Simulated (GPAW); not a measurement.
# A Ti chain with one atom pushed aside at constant bond length: a series of junctions

Wanted: the trend of the zero-bias conductance over a family of junctions, a Ti chain with one atom pushed aside at constant bond length.

Program: GPAW 26.7.0. Level of theory: GPAW LCAO, PAW setups; Landauer transmission from Green's functions with principal layers (ASE), zero bias. Results are calculated unless marked as measured.

## (1) Set-up

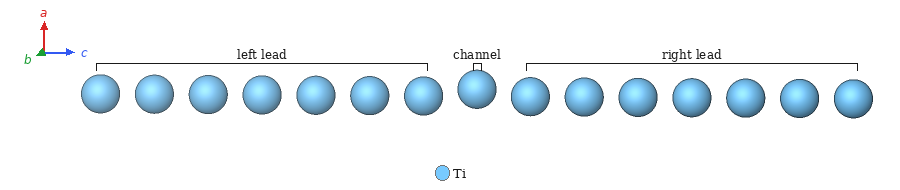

The cell as given, from the side, with the c axis across the page (titanium blue).

The cell holds 15 atoms: 15 Ti. Cell: a = 9.000 Å, b = 9.000 Å, c = 34.461 Å, α = 90.0°, β = 90.0°, γ = 90.0°. Regions: left lead, 7 atoms (7 Ti); channel, 1 atom (1 Ti); right lead, 7 atoms (7 Ti). Vacuum lies along a and b. The structure is stacked along c, and the current runs across the ab planes.

## (2) Member of the series, offset 0.3 Å

The structure changes from member to member while basis and functional stay, so that the trend is less open to errors of the level than any single value.

Contents of run.py:

```python
import json
import numpy as np
from ase import Atoms
from ase.transport.calculators import TransportCalculator
from gpaw import GPAW, FermiDirac
from gpaw.lcao.tools import get_lcao_hamiltonian
from scipy.linalg import eigh

# The junction with lead layers at both ends, along the third cell vector
device = Atoms(
    ['Ti', 'Ti', 'Ti', 'Ti', 'Ti', 'Ti', 'Ti', 'Ti', 'Ti', 'Ti', 'Ti', 'Ti', 'Ti', 'Ti', 'Ti'],
    positions=[
        [4.50000, 4.50000, 1.15000],
        [4.50000, 4.50000, 3.45000],
        [4.50000, 4.50000, 5.75000],
        [4.50000, 4.50000, 8.05000],
        [4.50000, 4.50000, 10.35000],
        [4.50000, 4.50000, 12.65000],
        [4.50000, 4.50000, 14.95000],
        [4.80000, 4.50000, 17.23035],
        [4.50000, 4.50000, 19.51070],
        [4.50000, 4.50000, 21.81070],
        [4.50000, 4.50000, 24.11070],
        [4.50000, 4.50000, 26.41070],
        [4.50000, 4.50000, 28.71070],
        [4.50000, 4.50000, 31.01070],
        [4.50000, 4.50000, 33.31070]],
    cell=[[9.0, 0.0, 0.0], [0.0, 9.0, 0.0], [0.0, 0.0, 34.4607]],
    pbc=True)

# One principal layer of the lead: the first 5 atoms of the device
lead = Atoms(
    ['Ti', 'Ti', 'Ti', 'Ti', 'Ti'],
    positions=[
        [4.50000, 4.50000, 1.15000],
        [4.50000, 4.50000, 3.45000],
        [4.50000, 4.50000, 5.75000],
        [4.50000, 4.50000, 8.05000],
        [4.50000, 4.50000, 10.35000]],
    cell=[[9.0, 0.0, 0.0], [0.0, 9.0, 0.0], [0.0, 0.0, 11.5]],
    pbc=True)

settings = dict(mode='lcao', basis='dzp', xc='PBE', h=0.2,
                occupations=FermiDirac(0.1), maxiter=250,
                mixer=dict(beta=0.1, nmaxold=8, weight=100.0),
                convergence=dict(density=0.0001))
energies = np.arange(-3, 3 + 1e-9, 0.075)
eta = 0.0001
n1, n2 = 1, 1
# k and -k transmit alike, so half of the mesh across the current serves
mesh = [(i, j) for i in range(n1) for j in range(n2) if (i, j) <= (-i % n1, -j % n2)]
weights = np.array([1 if (i, j) == (-i % n1, -j % n2) else 2 for i, j in mesh]) / (n1 * n2)

# [... helper functions left out ...]
fermi_lead = ground_state(lead, (1, 1, 10), 'lead.txt')
fermi_device = ground_state(device, (1, 1, 3), 'device.txt')
# [... loop over the mesh left out, but for ...]
        # Shift the lead onto the potential of the device's first layer
        shift = ((H[:, 0, 0] - H0[:, 0, 0]) / S0[0, 0]).real.mean()
# [...]
kT = 8.617333e-5 * 77
bias = [0.1, 0.2, 0.5, 1.0, 1.5, 2.0]
# [... integrals and printing left out ...]
```

Launch:

```bash
OMP_NUM_THREADS=1 OPENBLAS_NUM_THREADS=1 python run.py
```

The log of the run:

```text
basis functions: device 435, principal layer 145
Fermi level: lead -2.0138 eV, device -2.0153 eV; lead shifted by 0.0000 eV
largest coupling past the next layer 1.94e-07 eV, largest misfit of the first layer 0.002 eV
  E-E_F (eV)   T (one spin)  [channel counts left out]
    -3.000    2.0119e-05
    -2.925    2.0289e-05
    -2.850    2.0557e-05
    -2.775    2.1152e-05
    -2.700    2.3668e-05
    -2.625    9.6316e-01
    -2.550    9.8399e-01
    -2.475    9.8999e-01
    -2.400    9.9279e-01
    -2.325    9.9438e-01
    -2.250    9.9540e-01
    -2.175    9.9611e-01
    -2.100    9.9664e-01
    -2.025    9.9705e-01
    -1.950    9.9737e-01
    -1.875    9.9762e-01
[...]
2.475    1.9606e+00
     2.550    1.9471e+00
     2.625    1.9243e+00
     2.700    1.8794e+00
     2.775    1.7514e+00
     2.850    9.8063e-01
     2.925    9.8136e-01
     3.000    9.7761e-01
conductance at 77 K: 4.0654 G0 a cell; thermopower -4.343 uV/K
current from the zero-bias T(E) at 0.1 V: 32.844 uA
current from the zero-bias T(E) at 0.2 V: 69.317 uA
current from the zero-bias T(E) at 0.5 V: 183.87 uA
current from the zero-bias T(E) at 1.0 V: 376.65 uA
current from the zero-bias T(E) at 1.5 V: 568.6 uA
current from the zero-bias T(E) at 2.0 V: 727.17 uA
```

Run time: 4.7 min. Hardware: 1 thread of Arm Neoverse V1, shared host; peak memory 1.3 GiB.

This step gave:

```yaml
conductance: 4.065 G₀
largest_coupling_past_the_next_principal_layer: 1.94e-7 eV
largest_misfit_of_the_first_principal_layer: 0.002423 eV
shift_that_aligns_the_lead: 1.75e-5 eV
basis_functions_of_the_junction: 435
basis_functions_of_a_principal_layer: 145
transmission_at_the_fermi_level_one_spin: 3.979
```

One spin. Table of transmission, zone mean by energy, zero at the Fermi level:

```
energy (eV)  transmission, zone mean
     -3.000                   2.0e-5
     -2.475                    0.990
     -2.025                    0.997
     -1.500                    0.998
     -0.975                     3.83
     -0.525                     3.99
      0.000                     3.98
      0.525                     5.97
      0.975                     3.96
      1.500                     3.54
      2.025                     1.99
      2.475                     1.96
      3.000                    0.978
```

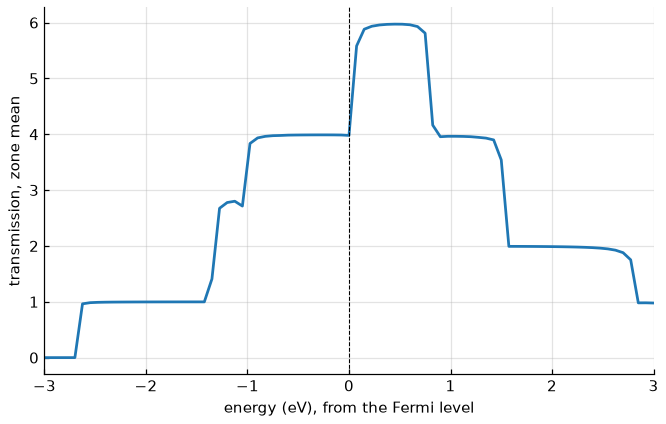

Transmission, zone mean against energy.

Not self-consistent under bias; the bias window is split evenly. The current through one cell, from the zero-bias transmission by bias:

```
bias (V)  current through one cell, from the zero-bias transmission (mA)
   0.100                                                          0.0328
   0.200                                                          0.0693
   0.500                                                           0.184
   1.000                                                           0.377
   1.500                                                           0.569
   2.000                                                           0.727
```

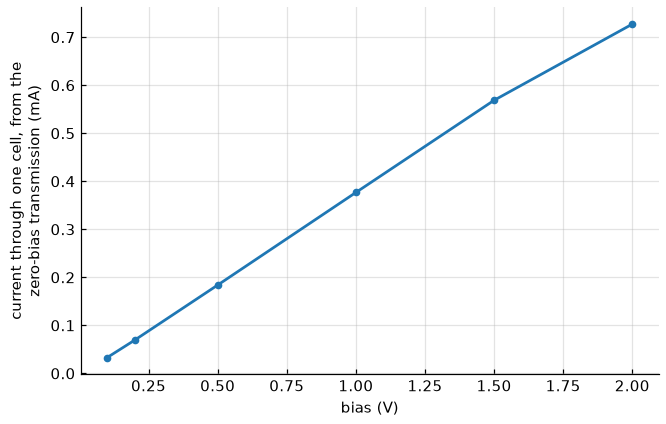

Current through one cell, from the zero-bias transmission, plotted against bias.

The transmission of the three most open eigenchannels by energy, zero at the Fermi level:

```
energy (eV)  channel 1  channel 2  channel 3
     -3.000     2.0e-5          0          0
     -2.475      0.990     2.0e-5          0
     -2.025      0.997     2.0e-5          0
     -1.500      0.998     2.1e-5          0
     -0.975      0.999      0.989      0.972
     -0.525      0.999      0.997      0.996
      0.000      0.999      0.998      0.991
      0.525      0.999      0.998      0.995
      0.975      0.998      0.995      0.987
      1.500      0.998      0.994      0.825
      2.025      0.996      0.991     2.0e-5
      2.475      0.992      0.969     1.8e-5
      3.000      0.978     1.5e-5    5.2e-11
```

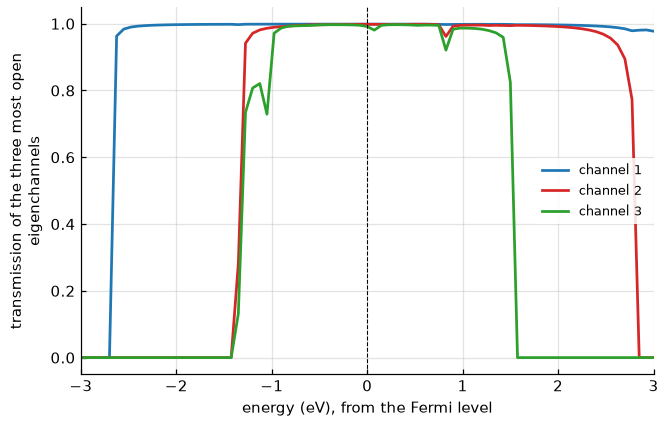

Transmission of the three most open eigenchannels, plotted against energy.

Couplings past the next layer reach 1.9e-7 eV, small enough to drop; the matrix elements of the cell's first layer differ from the bulk lead's by up to 0.0024 eV. That layer keeps its own values in the calculation, and only beyond it is the lead taken as perfect. The Fermi levels of lead and junction count from different zeros of potential, one for each periodic cell; with both set to zero, the small remaining shift is what aligns them. By hand: G = 4.065 × 77.48 μS = 315 μS, a resistance of 3.17 kΩ; at 0.1 V a linear junction would pass 31.5 μA, and the integral over the bias window gives 32.8 μA.

## (3) Member of the series: offset = 0.6

The cell differs from the one that the last finished run ended in (c 34.461 → 34.341 Å).

run.py, as its differences from that of step 2:

```diff
@@ -19,11 +19,11 @@
         [4.50000, 4.50000, 14.95000],
-        [4.80000, 4.50000, 17.23035],
-        [4.50000, 4.50000, 19.51070],
-        [4.50000, 4.50000, 21.81070],
-        [4.50000, 4.50000, 24.11070],
-        [4.50000, 4.50000, 26.41070],
-        [4.50000, 4.50000, 28.71070],
-        [4.50000, 4.50000, 31.01070],
-        [4.50000, 4.50000, 33.31070]],
-    cell=[[9.0, 0.0, 0.0], [0.0, 9.0, 0.0], [0.0, 0.0, 34.4607]],
+        [5.10000, 4.50000, 17.17036],
+        [4.50000, 4.50000, 19.39072],
+        [4.50000, 4.50000, 21.69072],
+        [4.50000, 4.50000, 23.99072],
+        [4.50000, 4.50000, 26.29072],
+        [4.50000, 4.50000, 28.59072],
+        [4.50000, 4.50000, 30.89072],
+        [4.50000, 4.50000, 33.19072]],
+    cell=[[9.0, 0.0, 0.0], [0.0, 9.0, 0.0], [0.0, 0.0, 34.34072]],
     pbc=True)
```

The log of the run:

```text
basis functions: device 435, principal layer 145
Fermi level: lead -2.0138 eV, device -2.0111 eV; lead shifted by -0.0002 eV
largest coupling past the next layer 1.94e-07 eV, largest misfit of the first layer 0.005 eV
  E-E_F (eV)   T (one spin)  [channel counts left out]
    -3.000    1.3504e-05
    -2.925    1.3596e-05
    -2.850    1.3745e-05
    -2.775    1.4094e-05
    -2.700    1.5829e-05
    -2.625    6.4454e-01
    -2.550    8.3194e-01
    -2.475    8.9743e-01
    -2.400    9.3041e-01
    -2.325    9.4993e-01
    -2.250    9.6276e-01
    -2.175    9.7157e-01
    -2.100    9.7820e-01
    -2.025    9.8317e-01
    -1.950    9.8697e-01
    -1.875    9.8988e-01
[...]
2.475    1.4718e+00
     2.550    1.3732e+00
     2.625    1.2497e+00
     2.700    1.0870e+00
     2.775    8.4355e-01
     2.850    4.5181e-01
     2.925    4.4794e-01
     3.000    4.0146e-01
conductance at 77 K: 3.95 G0 a cell; thermopower -2.096 uV/K
current from the zero-bias T(E) at 0.1 V: 31.255 uA
current from the zero-bias T(E) at 0.2 V: 64.366 uA
current from the zero-bias T(E) at 0.5 V: 171.53 uA
current from the zero-bias T(E) at 1.0 V: 357.51 uA
current from the zero-bias T(E) at 1.5 V: 539.88 uA
current from the zero-bias T(E) at 2.0 V: 690.17 uA
```

Run time: 4.7 min. Hardware: 1 thread; peak memory 1.3 GiB.

Numbers from this step:

```
conductance                                 : 3.950 G₀
largest misfit of the first principal layer : 0.004886 eV
shift that aligns the lead                  : -2.15e-4 eV
transmission at the Fermi level (one spin)  : 3.907
```

One spin. Transmission, zone mean against energy, zero at the Fermi level:

```
energy (eV)  transmission, zone mean
     -3.000                   1.4e-5
     -2.475                    0.897
     -2.025                    0.983
     -1.500                    0.997
     -0.975                     3.56
     -0.525                     3.93
      0.000                     3.91
      0.525                     5.71
      0.975                     3.97
      1.500                     2.42
      2.025                     1.79
      2.475                     1.47
      3.000                    0.401
```

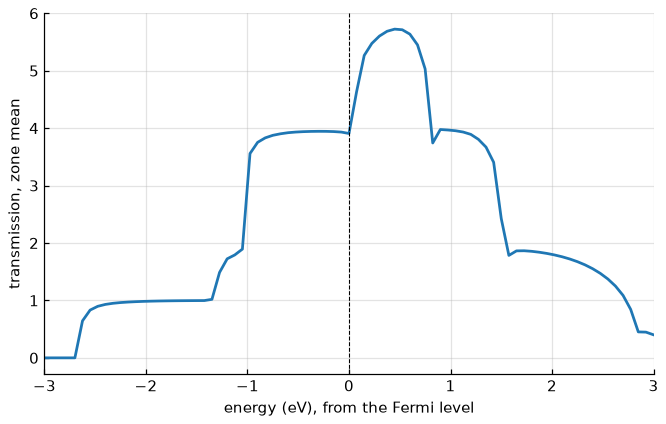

Transmission, zone mean, plotted against energy.

Not self-consistent under bias; the bias window is split evenly. Current through one cell, from the zero-bias transmission against bias:

```
bias (V)  current through one cell, from the zero-bias transmission (mA)
   0.100                                                          0.0313
   0.200                                                          0.0644
   0.500                                                           0.172
   1.000                                                           0.358
   1.500                                                           0.540
   2.000                                                           0.690
```

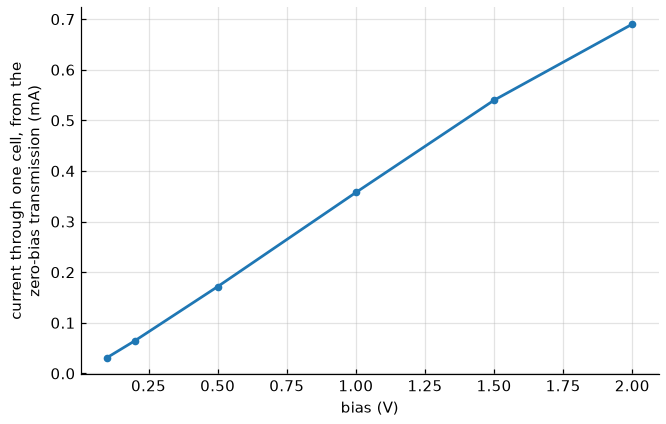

Current through one cell, from the zero-bias transmission, plotted against bias.

Transmission of the three most open eigenchannels against energy, zero at the Fermi level:

```
energy (eV)  channel 1  channel 2  channel 3
     -3.000     1.4e-5          0          0
     -2.475      0.897     1.3e-5          0
     -2.025      0.983     1.4e-5          0
     -1.500      0.997     1.4e-5          0
     -0.975      0.998      0.977      0.834
     -0.525      0.998      0.992      0.984
      0.000      0.998      0.990      0.974
      0.525      0.998      0.997      0.960
      0.975      0.998      0.995      0.990
      1.500      0.987      0.912      0.298
      2.025      0.950      0.842     1.3e-5
      2.475      0.853      0.619     1.1e-5
      3.000      0.401     7.9e-6    4.5e-11
```

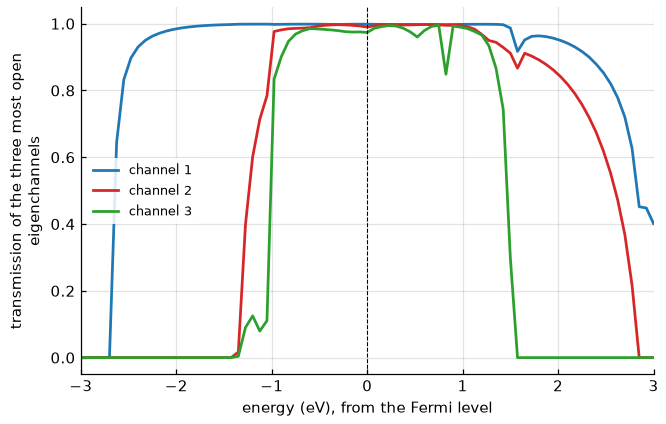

Transmission of the three most open eigenchannels, plotted against energy.

The conductance, 3.95 G₀, lies 2.8 % below that of the member before.

## (4) Member of the series: offset = 0.9

The cell differs from the one that the last finished run ended in (c 34.341 → 34.133 Å).

run.py, as its differences from that of step 3:

```diff
@@ -19,11 +19,11 @@
         [4.50000, 4.50000, 14.95000],
-        [5.10000, 4.50000, 17.17036],
-        [4.50000, 4.50000, 19.39072],
-        [4.50000, 4.50000, 21.69072],
-        [4.50000, 4.50000, 23.99072],
-        [4.50000, 4.50000, 26.29072],
-        [4.50000, 4.50000, 28.59072],
-        [4.50000, 4.50000, 30.89072],
-        [4.50000, 4.50000, 33.19072]],
-    cell=[[9.0, 0.0, 0.0], [0.0, 9.0, 0.0], [0.0, 0.0, 34.34072]],
+        [5.40000, 4.50000, 17.06660],
+        [4.50000, 4.50000, 19.18320],
+        [4.50000, 4.50000, 21.48320],
+        [4.50000, 4.50000, 23.78320],
+        [4.50000, 4.50000, 26.08320],
+        [4.50000, 4.50000, 28.38320],
+        [4.50000, 4.50000, 30.68320],
+        [4.50000, 4.50000, 32.98320]],
+    cell=[[9.0, 0.0, 0.0], [0.0, 9.0, 0.0], [0.0, 0.0, 34.1332]],
     pbc=True)
```

The log of the run:

```text
basis functions: device 435, principal layer 145
Fermi level: lead -2.0138 eV, device -2.0020 eV; lead shifted by 0.0030 eV
largest coupling past the next layer 1.94e-07 eV, largest misfit of the first layer 0.026 eV
  E-E_F (eV)   T (one spin)  [channel counts left out]
    -3.000    1.7416e-05
    -2.925    1.7601e-05
    -2.850    1.7868e-05
[...]
2.925    6.2097e-02
     3.000    4.3490e-02
conductance at 77 K: 3.6264 G0 a cell; thermopower -1.224 uV/K
current from the zero-bias T(E) at 0.1 V: 28.569 uA
current from the zero-bias T(E) at 0.2 V: 58.464 uA
current from the zero-bias T(E) at 0.5 V: 153.78 uA
current from the zero-bias T(E) at 1.0 V: 318.46 uA
current from the zero-bias T(E) at 1.5 V: 478.23 uA
current from the zero-bias T(E) at 2.0 V: 615.35 uA
```

Elapsed: 4.4 min, on 1 thread; peak memory 1.3 GiB.

One spin. Table of transmission, zone mean by energy, zero at the Fermi level:

```
energy (eV)  transmission, zone mean
    -3.0000                   1.7e-5
    -2.7750                   1.8e-5
    -2.4750                    0.665
    -2.2500                    0.874
    -2.0250                    0.950
    -1.7250                    0.988
    -1.5000                    0.997
    -1.2750                     1.50
    -0.9750                     2.98
    -0.7500                     3.37
    -0.5250                     3.62
    -0.2250                     3.71
     0.0000                     3.59
     0.2250                     4.64
     0.5250                     4.91
     0.7500                     4.37
     0.9750                     3.95
     1.2750                     3.84
     1.5000                     2.00
     1.7250                     1.28
     2.0250                    0.824
     2.2500                    0.700
     2.4750                    0.918
     2.7750                    0.645
     3.0000                   0.0435
```

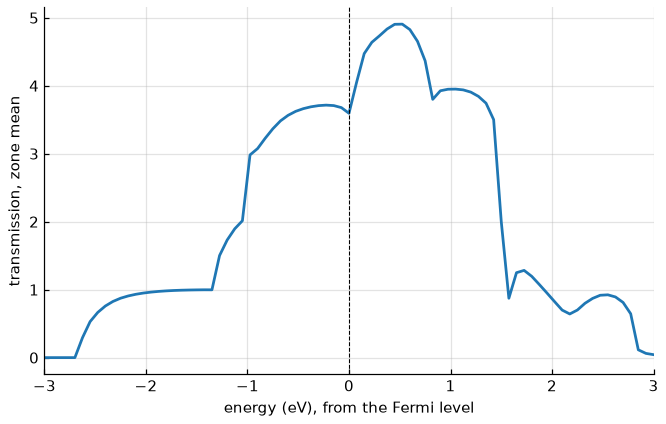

Transmission, zone mean against energy.

The conductance, 3.63 G₀, lies 8.2 % below that of the member before.

## (5) Junction: offset = 1.2

The cell differs from the one that the last finished run ended in (c 34.133 → 33.824 Å).

run.py, as its differences from that of step 4:

```diff
@@ -19,11 +19,11 @@
         [4.50000, 4.50000, 14.95000],
-        [5.40000, 4.50000, 17.06660],
-        [4.50000, 4.50000, 19.18320],
-        [4.50000, 4.50000, 21.48320],
-        [4.50000, 4.50000, 23.78320],
-        [4.50000, 4.50000, 26.08320],
-        [4.50000, 4.50000, 28.38320],
-        [4.50000, 4.50000, 30.68320],
-        [4.50000, 4.50000, 32.98320]],
-    cell=[[9.0, 0.0, 0.0], [0.0, 9.0, 0.0], [0.0, 0.0, 34.1332]],
+        [5.70000, 4.50000, 16.91214],
+        [4.50000, 4.50000, 18.87428],
+        [4.50000, 4.50000, 21.17428],
+        [4.50000, 4.50000, 23.47428],
+        [4.50000, 4.50000, 25.77428],
+        [4.50000, 4.50000, 28.07428],
+        [4.50000, 4.50000, 30.37428],
+        [4.50000, 4.50000, 32.67428]],
+    cell=[[9.0, 0.0, 0.0], [0.0, 9.0, 0.0], [0.0, 0.0, 33.82428]],
     pbc=True)
```

The log of the run:

```text
basis functions: device 435, principal layer 145
Fermi level: lead -2.0138 eV, device -1.9862 eV; lead shifted by 0.0016 eV
largest coupling past the next layer 1.94e-07 eV, largest misfit of the first layer 0.034 eV
  E-E_F (eV)   T (one spin)  [channel counts left out]
    -3.000    8.0421e-06
    -2.925    8.0840e-06
    -2.850    8.1477e-06
[...]
2.925    5.9064e-01
     3.000    5.0689e-01
conductance at 77 K: 2.8805 G0 a cell; thermopower -1.483 uV/K
current from the zero-bias T(E) at 0.1 V: 22.93 uA
current from the zero-bias T(E) at 0.2 V: 47.529 uA
current from the zero-bias T(E) at 0.5 V: 126.19 uA
current from the zero-bias T(E) at 1.0 V: 254.93 uA
current from the zero-bias T(E) at 1.5 V: 379.42 uA
current from the zero-bias T(E) at 2.0 V: 495.51 uA
```

The job ended after 3.9 min (1 thread; peak memory 1.3 GiB).

The conductance, 2.88 G₀, lies 21 % below that of the member before.

[end of part 1 of 2]

[Logs are printed without paths, hosts, clocks, repeated set-up lines and the standing remarks that a program may print on its own settings, such as how far it seeks lower states.]

[Hosts, paths, dates, database ids (printed as entryN), source tags and the programs' standing remarks are cut or masked in the printed files.]
